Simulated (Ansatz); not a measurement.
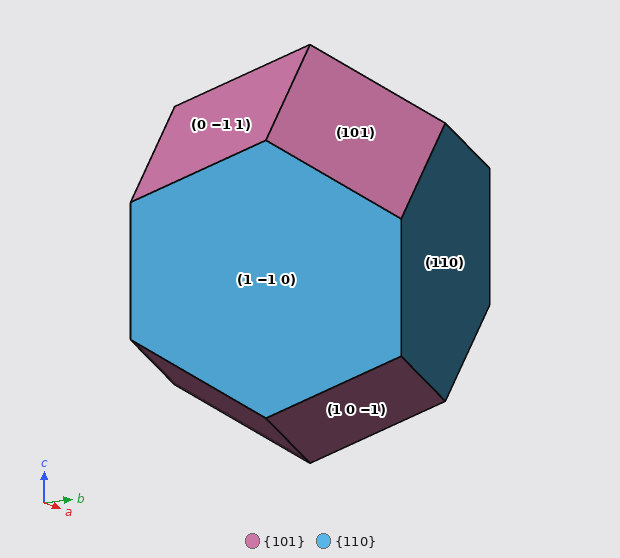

Si₅N, space group I4/mmm (No. 139), a = 6.358 Å, b = 6.358 Å, c = 4.521 Å, α = 90.00°, β = 90.00°, γ = 90.00°. Crystal habit computed by the BFDH rule (growth rate of a face proportional to 1/d, systematic absences taken into account). This is a geometric estimate, not an energy calculation. Source: the end point of a relaxation with DFT PBE, scalar-relativistic, plane waves, PAW in Ansatz 0.2.0; the starting structure was generated, so it need not be a known form of this composition. Forms under 0.4 % of the area are left out.

How many faces does the whole crystal have, by form?

Answer. 12 faces: 4 of {110} and 8 of {101}.

List the forms with their spacings and shares.

Answer.
| form | faces | d (Å) | share of area (%) |
| --- | --- | --- | --- |
| {110} | 4 | 4.496 | 54.8 |
| {101} | 8 | 3.684 | 45.2 |
